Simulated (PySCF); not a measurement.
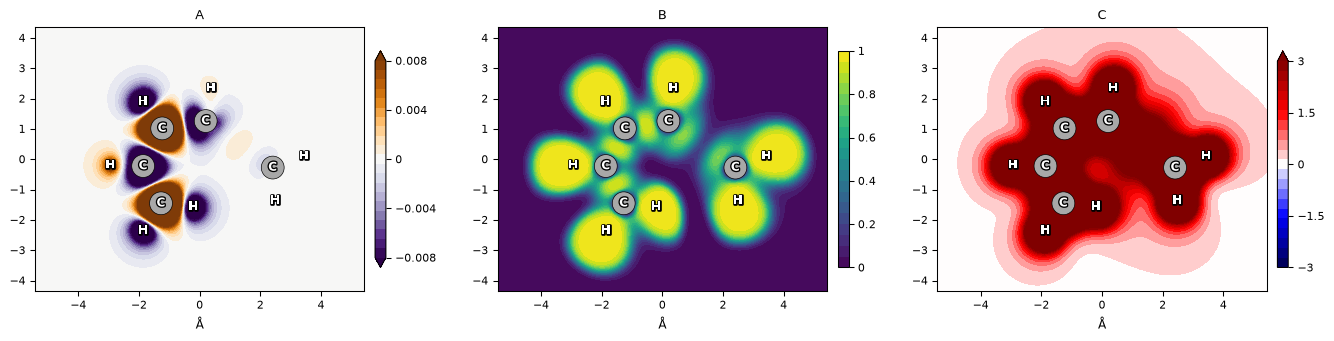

C$_{5}$H$_{11}$Si$_{2}$ (SMILES [CH2]/C=C\C1[SiH2]C[SiH2]1) (doublet): 3 fields on the plane of atoms C1, C2 and C3, with unlabelled colour scales. Grey discs cover the atomic cores.

Geometry: GFN2-xTB.

Level of theory: UKS B3LYP, pcH-1 on C H Si, non-relativistic, mean-field spin-orbit, GIAO (PySCF 2.14.0, density-fitted response routines).

Which field does each panel show? The fields are: electron localisation function, electrostatic potential and spin density.

Answer. Panel A: spin density (confined to the atoms that carry the unpaired spin). Panel B: electron localisation function. Panel C: electrostatic potential (strongly positive close to the atoms and fading to about zero outside). From the grid: C–C (1.36 Å): the ELF peaks at about 0.95 between the atoms, as expected for localised, covalent bonding. C–H (1.07 Å): the ELF climbs to about 1 towards the hydrogen, as it does in any bond to H; an ordinary covalent bond to hydrogen.
